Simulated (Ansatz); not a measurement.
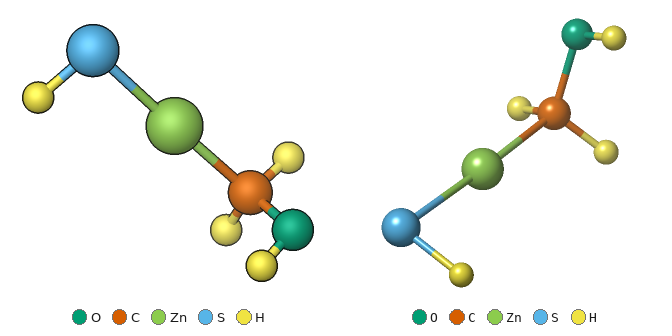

The picture comes from a calculation with Ansatz.

Two views of one molecule.

Description:

It has 8 atoms: 1 carbon, 4 hydrogen, 1 oxygen, 1 sulfur and 1 zinc (CH₄OSZn). As SMILES it reads `O[CH2][Zn][SH]`. Among its groups: alcohol. This geometry has C1 symmetry. Coordination: 1 O bent; 1 C tetrahedral; 1 Zn linear; 1 S bent.
